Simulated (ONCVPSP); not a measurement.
**Run report: Ru, pseudopotential generation**

System: ruthenium (Ru, Z = 44), core [Ar] 3d10, reference valence 4s2 4p6 4d6.5 (an ion of charge +1.5), valence charge 16.
Method: ONCV potential, LDA (Perdew-Wang 92), scalar-relativistic, made with ONCVPSP 4.0.1.

**Input**
```
# ATOM AND REFERENCE CONFIGURATION
# atsym  z   nc   nv     iexc    psfile
  Ru 44.00    6    3  -001012      upf
#
#   n    l    f
    1    0    2.00
    2    0    2.00
    2    1    6.00
    3    0    2.00
    3    1    6.00
    3    2   10.00
    4    0    2.00
    4    1    6.00
    4    2    6.50
#
# PSEUDOPOTENTIAL AND OPTIMIZATION
# lmax
    2
#
#   l,   rc,      ep,       ncon, nbas, qcut
    0    0.80    0.00    4    9    6.20
    1    1.30    0.00    5    9    6.80
    2    1.85    0.00    5   10    6.70
#
# LOCAL POTENTIAL
# lloc, lpopt,  rc(5),   dvloc0
    4    4    0.80    1.00
#
# VANDERBILT-KLEINMAN-BYLANDER PROJECTORs
# l, nproj, debl
    0    2    3.20
    1    2    1.10
    2    3    1.70
#
# MODEL CORE CHARGE
# icmod, fcfact, rcfact
    0    0.00    0.00
#
# LOG DERIVATIVE ANALYSIS
# epsh1, epsh2, depsh
   -5.00    5.00    0.04
#
# OUTPUT GRID
# rlmax, drl
    6.00    0.01
#
# TEST CONFIGURATIONS
# ncnf
    4
# nvcnf
#   n    l    f
    4
    4    0    2.00
    4    1    6.00
    4    2    7.00
    5    0    1.00
#
    3
    4    0    2.00
    4    1    6.00
    4    2    7.00
#
    3
    4    0    2.00
    4    1    6.00
    4    2    6.00
#
    3
    4    0    2.00
    4    1    6.00
    4    2    5.00
#
```

Hardware: 1 CPU thread, shared host.

Launched with:
```bash
oncvpsp.x < Ru.dat > Ru.out
```

**The program's output (extracts)**
```
ONCVPSP  (Optimized Norm-Conservinng Vanderbilt PSeudopotential)
scalar-relativistic version 4.0.1

#   n    l    f        energy (Ha)
    1    0    2.00    -8.0562529E+02
    2    0    2.00    -1.1628850E+02
    2    1    6.00    -1.0427569E+02
    3    0    2.00    -2.0870099E+01
    3    1    6.00    -1.6922536E+01
    3    2   10.00    -1.0549523E+01
    4    0    2.00    -3.3073232E+00
    4    1    6.00    -2.2065580E+00
    4    2    6.50    -6.7480389E-01

Reference configufation results
  iterations    22
  all-electron total energy (Ha)   -4.52571338D+03

Begin loop to  construct optimized pseudo wave functions
and semi-local pseudopoentials for all angular momenta

WARNING wellstate: negative energy specified for n= 5 l=  0
WARNING scattering state with energy  0.25000000
WARNING will be used for the first projector

   Wellstate for l =  0  n =  6
     eigenvalue =   0.2500
     asymptotic potential =   0.7500
     half-point radius =  4.5479

Calculating optimized projector #   1

 for l=   0

    Fraction of norm inside rc  0.250654
    Optimizing pswf for qcut=   6.17 a_B^-1,  ecut=  19.06 Ha
    Residual kinetic energy error=  4.25D-02 Ha

    Energy error per electron        Cutoff
         Ha          eV             Ha
         0.01000     0.27211       68.84
         0.00100     0.02721      343.76
         0.00010     0.00272      414.31
         0.00001     0.00027      651.23

Calculating optimized projector #   2

 for l=   0

    Fraction of norm inside rc  0.017285
    Optimizing pswf for qcut=   6.17 a_B^-1,  ecut=  19.06 Ha
    Residual kinetic energy error=  1.24D-02 Ha

    Energy error per electron        Cutoff
         Ha          eV             Ha
         0.01000     0.27211       22.76
         0.00100     0.02721      119.89
         0.00010     0.00272      434.87
         0.00001     0.00027      498.95

WARNING wellstate: negative energy specified for n= 5 l=  1
WARNING scattering state with energy  0.25000000
WARNING will be used for the first projector

   Wellstate for l =  1  n =  6
     eigenvalue =   0.2500
     asymptotic potential =   0.7500
     half-point radius =  5.6626

Calculating optimized projector #   1

 for l=   1

    Fraction of norm inside rc  0.710663
    Optimizing pswf for qcut=   6.79 a_B^-1,  ecut=  23.07 Ha
    Residual kinetic energy error=  4.77D-03 Ha

    Energy error per electron        Cutoff
         Ha          eV             Ha
         0.01000     0.27211       17.04
         0.00100     0.02721       82.56
         0.00010     0.00272      146.86
         0.00001     0.00027      164.44

Calculating optimized projector #   2

 for l=   1

    Fraction of norm inside rc  0.031424
    Optimizing pswf for qcut=   6.79 a_B^-1,  ecut=  23.07 Ha
    Residual kinetic energy error=  6.60D-04 Ha

    Energy error per electron        Cutoff
         Ha          eV             Ha
         0.01000     0.27211        8.70
         0.00100     0.02721       20.48
         0.00010     0.00272       46.90
         0.00001     0.00027      119.96

   Wellstate for l =  2  n =  6
     eigenvalue =   1.0252
     asymptotic potential =   1.5252
     half-point radius =  4.4363

   Wellstate for l =  2  n =  6
     eigenvalue =   2.7252
     asymptotic potential =   3.2252
     half-point radius =  2.9655

Calculating optimized projector #   1

 for l=   2

    Fraction of norm inside rc  0.713685
    Optimizing pswf for qcut=   6.71 a_B^-1,  ecut=  22.50 Ha
    Residual kinetic energy error=  2.23D-04 Ha

    Energy error per electron        Cutoff
         Ha          eV             Ha
         0.01000     0.27211       16.12
         0.00100     0.02721       19.97
         0.00010     0.00272       30.98
         0.00001     0.00027      100.44

Calculating optimized projector #   2

 for l=   2

    Fraction of norm inside rc  0.080584
    Optimizing pswf for qcut=   6.71 a_B^-1,  ecut=  22.50 Ha
    Residual kinetic energy error=  2.45D-04 Ha

    Energy error per electron        Cutoff
         Ha          eV             Ha
         0.01000     0.27211       15.50
         0.00100     0.02721       20.01
         0.00010     0.00272       24.42
         0.00001     0.00027       58.89

Calculating optimized projector #   3

 for l=   2

    Fraction of norm inside rc  0.145394
    Optimizing pswf for qcut=   6.71 a_B^-1,  ecut=  22.50 Ha
    Residual kinetic energy error=  1.50D-03 Ha

    Energy error per electron        Cutoff
         Ha          eV             Ha
         0.01000     0.27211       18.74
         0.00100     0.02721       23.11
         0.00010     0.00272       34.70
         0.00001     0.00027       78.42

Construct Vanderbilt / Kleinmman-Bylander projectors

B matrix Hermiticity error, ll=   0
   1   2   -3.5292E-04

  Orthonormal projector coefficients  4.1182E+02  1.3301E+01

B matrix Hermiticity error, ll=   1
   1   2   -2.2242E-04

  Orthonormal projector coefficients  1.3545E+01  3.6790E+00

B matrix Hermiticity error, ll=   2
   1   2   -1.3637E-04
   1   3   -2.8757E-04
   2   3   -9.4055E-05

  Orthonormal projector coefficients -7.4000E+00  5.2359E+00 -4.0398E+00

Pseudoatom total energy  -93.808793

Diagnostic tests using Vanderbilt-Kleinman-Bylander pseudopotentials
  1 or more projectors used as specified by nproj input data

   l    rcore       rmatch      e in        delta e   norm test  slope test

   0   0.8004779   0.8247822  -3.3073232   0.0000172   1.0001798   1.0000973
   0   0.8004779   0.8247822   0.2500000   0.0002670   1.0008646   1.0008646

   1   1.3073256   1.3470189  -2.2065580  -0.0000190   1.0001478   1.0001756
   1   1.3073256   1.3470189   0.2500000   0.0000078   1.0004138   1.0004138

   2   1.8606498   1.9171431  -0.6748039  -0.0000060   1.0000873   1.0000874
   2   1.8606498   1.9171431   1.0251961   0.0000027   1.0002504   1.0002504
   2   1.8606498   1.9171431   2.7251961   0.0000549   1.0002603   1.0002603

 Testing for bound ghosts
   n   l    E NL Schr. Eq   E Basis Diag.   E Cutoff

   1   0       -3.307306       -3.286437    539.85

   2   1       -2.206577       -2.206349    231.23

   3   2       -0.674810       -0.674141    195.76

 Testing for highly-localized positive-energy ghosts
       l    <radius>/rc     E Basis Diag.   E Cutoff

       0        0.409023        4.936780    539.85  WARNING - GHOST(+)

       0        0.553248       54.982189    539.85  WARNING - GHOST(+)

       0        0.527540      125.186068    539.85  WARNING - GHOST(+)

       0        0.497383      219.416020    539.85  WARNING - GHOST(+)

       0        0.428225      360.328973    539.85  WARNING - GHOST(+)

       0        0.682204      660.425775    539.85  WARNING - GHOST(+)

Test configuration 0

   n   l     f        eae           eps        diff
   1   0  2.0000 -805.62529308
   2   0  2.0000 -116.28849547
   2   1  6.0000 -104.27569268
   3   0  2.0000  -20.87009908
   3   1  6.0000  -16.92253632
   3   2 10.0000  -10.54952267
   4   0  2.0000   -3.30732316   -3.30730599    1.72D-05
   4   1  6.0000   -2.20655802   -2.20657701   -1.90D-05
   4   2  6.5000   -0.67480389   -0.67480992   -6.04D-06

    Total energies and differences
      AE_ref= -4.52571338D+03  AE_tst= -4.52571338D+03  dif=  0.00D+00
      PS_ref= -9.38087934D+01  PS_tst= -9.38087934D+01  dif=  8.53D-14
      PSP excitation error= -8.53D-14

Test configuration 1

   n   l     f        eae           eps        diff
   1   0  2.0000 -805.12426046
   2   0  2.0000 -115.78970750
   2   1  6.0000 -103.77679466
   3   0  2.0000  -20.37075191
   3   1  6.0000  -16.42320577
   3   2 10.0000  -10.05036483
   4   0  2.0000   -2.80915782   -2.80902895    1.29D-04
   4   1  6.0000   -1.70991663   -1.70985448    6.21D-05
   4   2  7.0000   -0.19847021   -0.19846713    3.08D-06
   5   0  1.0000   -0.16576711   -0.16577048   -3.38D-06

    Total energies and differences
      AE_ref= -4.52571338D+03  AE_tst= -4.52627844D+03  dif= -5.65D-01
      PS_ref= -9.38087934D+01  PS_tst= -9.43739077D+01  dif= -5.65D-01
      PSP excitation error=  5.79D-05

Test configuration 2

   n   l     f        eae           eps        diff
   1   0  2.0000 -805.39814972
   2   0  2.0000 -116.05951823
   2   1  6.0000 -104.04687564
   3   0  2.0000  -20.64190698
   3   1  6.0000  -16.69434753
   3   2 10.0000  -10.32114732
   4   0  2.0000   -3.08357152   -3.08369372   -1.22D-04
   4   1  6.0000   -1.98543476   -1.98552494   -9.02D-05
   4   2  7.0000   -0.47044028   -0.47047210   -3.18D-05

    Total energies and differences
      AE_ref= -4.52571338D+03  AE_tst= -4.52599894D+03  dif= -2.86D-01
      PS_ref= -9.38087934D+01  PS_tst= -9.40943709D+01  dif= -2.86D-01
      PSP excitation error=  1.87D-05

Test configuration 3

   n   l     f        eae           eps        diff
   1   0  2.0000 -805.87467385
   2   0  2.0000 -116.54026182
   2   1  6.0000 -104.52727013
   3   0  2.0000  -21.12024942
   3   1  6.0000  -17.17268051
   3   2 10.0000  -10.79996518
   4   0  2.0000   -3.55022184   -3.54994191    2.80D-04
   4   1  6.0000   -2.44600729   -2.44587055    1.37D-04
   4   2  6.0000   -0.89586564   -0.89575366    1.12D-04

    Total energies and differences
      AE_ref= -4.52571338D+03  AE_tst= -4.52532138D+03  dif=  3.92D-01
      PS_ref= -9.38087934D+01  PS_tst= -9.34167974D+01  dif=  3.92D-01
      PSP excitation error=  3.66D-06

Test configuration 4

   n   l     f        eae           eps        diff
   1   0  2.0000 -806.43239230
   2   0  2.0000 -117.10426206
   2   1  6.0000 -105.09083733
   3   0  2.0000  -21.67803612
   3   1  6.0000  -17.73044484
   3   2 10.0000  -11.35869849
   4   0  2.0000   -4.08404586   -4.08265648    1.39D-03
   4   1  6.0000   -2.97068224   -2.96978499    8.97D-04
   4   2  5.0000   -1.38062345   -1.37976383    8.60D-04

    Total energies and differences
      AE_ref= -4.52571338D+03  AE_tst= -4.52418762D+03  dif=  1.53D+00
      PS_ref= -9.38087934D+01  PS_tst= -9.22833727D+01  dif=  1.53D+00
      PSP excitation error=  3.39D-04
```

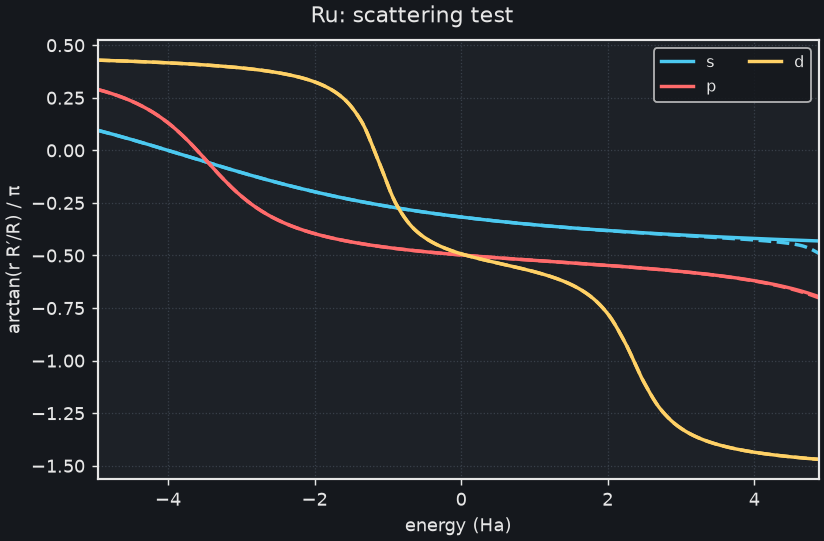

**Figure 1.** Unwrapped phase arctan(r R′/R) in units of π against energy, all-electron (solid) and pseudo (dashed); the pseudo phase is matched to the all-electron one at the reference energy. Here R(r) is the radial function. Not drawn: f: not judged.

- Ghost states: the plot shows none: the two phases stay within 0.19 rad of each other in all channels drawn. The separate test gives: no bound ghost flagged; GHOST(+) flagged for s at 134.3 eV (flags above 300 eV left out).
- Range over which the phases agree within 0.05 rad: s: up to about 4.4 Ha; p: over the whole range drawn; d: over the whole range drawn.

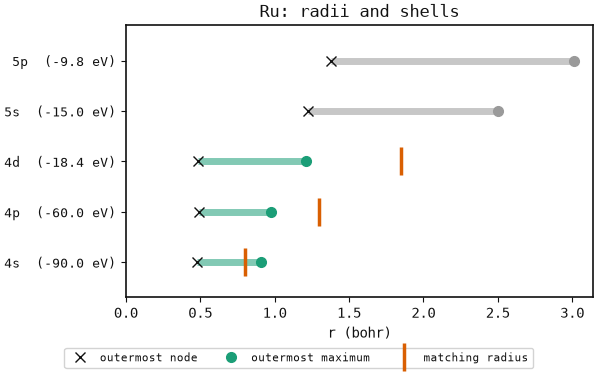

**Figure 2.** Outer shells of the all-electron reference atom: each bar runs from the outermost node (or the nucleus) to the outermost maximum of u(r); the tick is the radius chosen for the pseudo-wave. Shells without a tick have no pseudo-wave of their own. Levels, nodes and maxima are from ld1.x, scalar-relativistic.

- Radii against the shells: 4s: 0.80 bohr, between node and maximum; 4p: 1.30 bohr, outside the maximum; 4d: 1.85 bohr, outside the maximum.

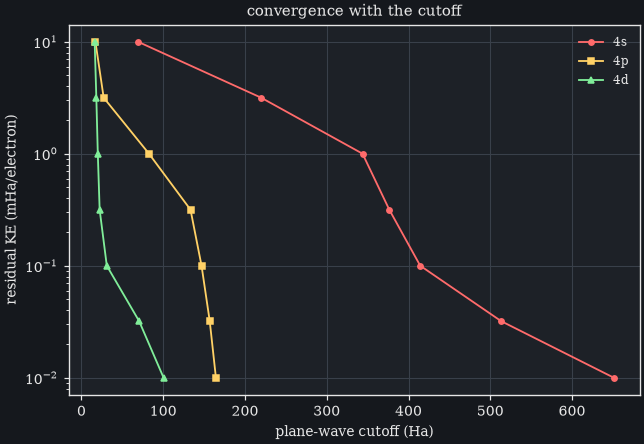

**Figure 3.** Residual kinetic energy of the pseudo-waves (the first of each channel, and further valence shells) beyond the plane-wave cutoff, as the generator prints it.

- Hardest wave at 1 mHa per electron: 4s, with rc = 0.80 bohr and qcut = 6.2 1/bohr. The optimisation minimises, but can't always remove, the kinetic energy above qcut²/2 = 19.2 Ha, and a larger rc would as a rule soften the wave at some cost in transferability.
- Cutoffs for 1 mHa per electron: 4s: 344 Ha; 4p: 83 Ha; 4d: 20 Ha.
- Cutoffs for the occupied states: 344 Ha for 1 mHa and 414 Ha for 0.1 mHa per electron. The first is set by 4s.

**Results in brief**

- outcome: generated
- cutoffs needed: 344 Ha and 414 Ha (the cutoffs at which the residual kinetic energy of the hardest occupied pseudo-wave falls to 1 and 0.1 mHa per electron)
- ghost test: no bound ghost flagged; GHOST(+) flagged for s at 134.3 eV (flags above 300 eV left out)
- largest excitation error: +9.2 meV (all-electron minus pseudo) for 4s2 4p6 4d5, out of 4 test configurations
- range over which the phases arctan(r R′/R) at the test radius agree within 0.05 rad (a looser test near the poles than one of phase shifts): s: up to about 4.4 Ha; p: over the whole range computed; d: over the whole range computed; f: not judged, local potential alone
- wall time: 4.5 s

**Remarks**

Warnings of the program, in the generation or the tests: wellstate: negative energy specified for n= 5 l= 0; wellstate: negative energy specified for n= 5 l= 1.
